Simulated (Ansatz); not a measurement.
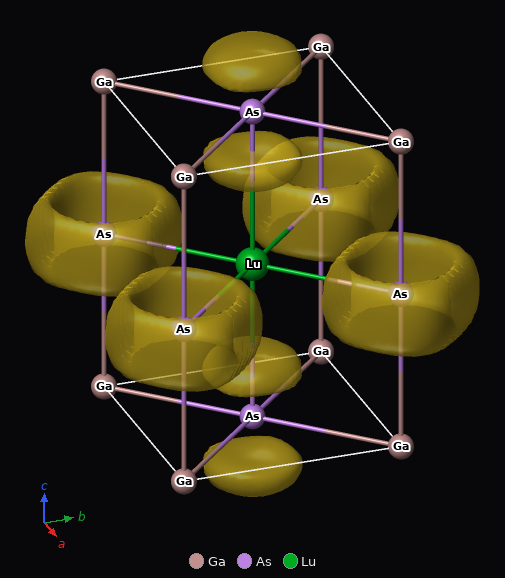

Figure 1: LuGaAs2. Isosurface of the ELF at 0.7 (yellow), seen at an oblique angle. Core shells and regions of very low density are left out. Sticks mark near contacts.

Space group P4/mmm; started from the ordered alloy on rocksalt lattice prototype, which need not be the ambient phase.

Method: Ansatz 0.2.0, DFT, r2SCAN, plane waves, PAW.

In a PAW calculation such maps are meaningful between the atoms, not at the nuclei.

> What do the ELF domains correspond to?

The ELF exceeds this value in two lobes of the valence shell of As pointing towards Lu (polar bonds) and one region wrapped around As (its valence shell), counted in one cell of 4 atoms. Regions shared between cells count once. Along the contacts the grid gives the following. Ga–As (2.76 Å): the ELF peaks at about 0.65 in the valence shell of As, 1.1 Å from its nucleus, and is about 0.60 at the midpoint. Lu–As (2.76 Å): the ELF is about 0.40 at the midpoint.
